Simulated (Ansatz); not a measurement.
System: Cl₂F₂Hf.

Input

```
crystal:
  periodic: [false, false, false]
  atoms:
    - {symbol: F, position_ang: [0.183456, -0.587061, 1.835837]}
    - {symbol: Hf, position_ang: [0.062086, -0.077823, 0.024140]}
    - {symbol: F, position_ang: [1.248021, -1.151413, -0.974483]}
    - {symbol: Cl, position_ang: [-2.116174, -0.418440, -0.732672]}
    - {symbol: Cl, position_ang: [0.672411, 2.161236, -0.194322]}
basis:
  gaussian: {orbitals: def2-TZVPP}
hamiltonian: {xc: pbe0, dispersion: d4}
output: {orbitals: {seedname: orbitals}}
```

Run with:

```sh
ansatz run in.yaml --threads 4 --pin off --events-out ev --progress --plain --max-ram 10444MiB
```

Geometry: PBE0-D4/def2-TZVP; core potentials replace the inner electrons of Hf.

These are results of RKS PBE0-D4/def2-TZVPP in Ansatz, not measurements.

Question: What can the converged electron density and electron localisation function tell about the bonding?

Answer: Hf–Cl (2.33 Å): ρ at the midpoint is about 0.63 e/Å³; the ELF peaks at about 0.85 in the valence shell of Cl, 0.8 Å from its nucleus, and is about 0.35 at the midpoint.

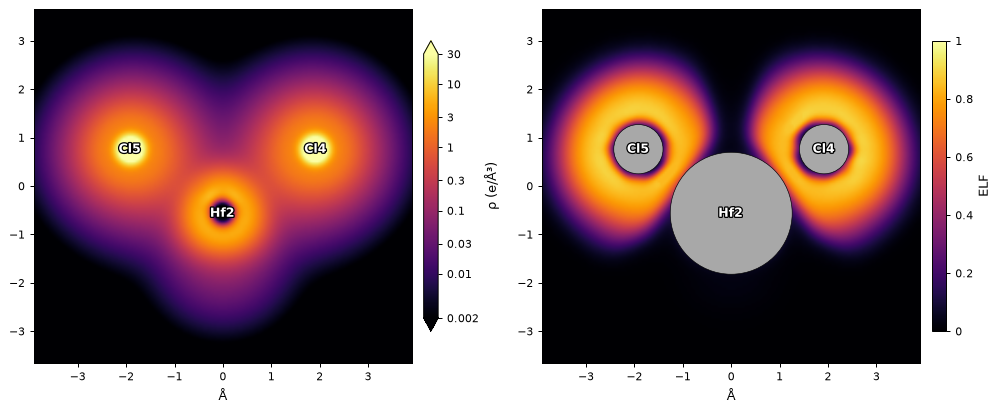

Computed electron density and electron localisation function on the plane of atoms Cl4, Hf2 and Cl5, in this order. Grey discs cover the atomic cores in the ELF map. 
